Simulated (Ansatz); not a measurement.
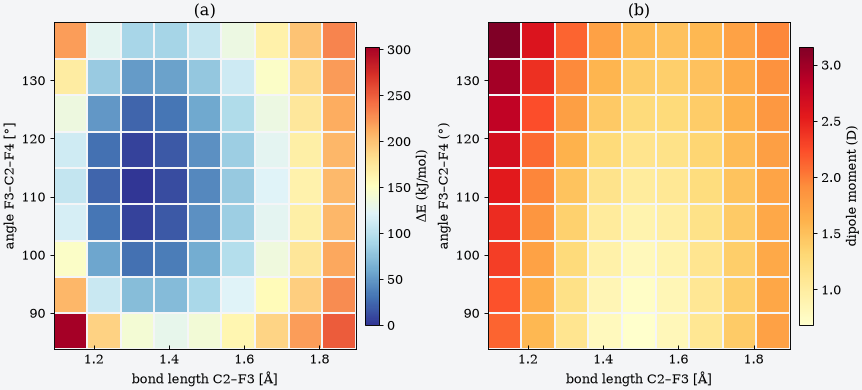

CBF2, SMILES [B]=C(F)F, spin multiplicity 2. Coordinates scanned: (1) bond length C2–F3; (2) angle F3–C2–F4. Nothing is relaxed (all other coordinates rigid). The scan uses a 9 × 9 grid. Points are written as (first, second). Energies are in kJ/mol, from the lowest grid point. Method: Ansatz 0.2.0, UKS PBE-D4/def2-SVP.

Panel (a) is the energy; panel (b) is the computed dipole moment, in D.

Drawn: one coloured cell a grid point.

### How does the dipole moment vary over the map, and what is it at the lowest grid point?

Leaving out the highest fifth of the energies, it runs from 0.68 D at (1.495 Å, 86.8°) to 2.97 D at (1.138 Å, 130.5°). At the lowest grid point, (1.316 Å, 111.8°), it is 1.48 D.

```
angle F3–C2–F4 ↓, bond length C2–F3 →  1.138  1.227  1.316  1.406  1.495  1.584  1.673  1.763  1.852
                                136.8   3.16   2.60   2.12   1.75   1.54   1.49   1.57   1.74   1.94
                                130.5   2.97   2.41   1.94   1.59   1.40   1.38   1.49   1.67   1.88
                                124.3   2.81   2.24   1.77   1.43   1.27   1.27   1.41   1.60   1.83
                                118.0   2.67   2.09   1.61   1.28   1.14   1.17   1.32   1.54   1.77
                                111.8   2.54   1.96   1.48   1.15   1.01   1.07   1.25   1.48   1.73
                                105.5   2.43   1.84   1.36   1.03   0.90   0.98   1.18   1.43   1.70
                                 99.3   2.32   1.75   1.27   0.93   0.80   0.90   1.12   1.39   1.69
                                 93.0   2.22   1.65   1.18   0.85   0.72   0.84   1.09   1.39   1.70
                                 86.8   2.12   1.57   1.11   0.79   0.68   0.82   1.09   1.41   1.75
```
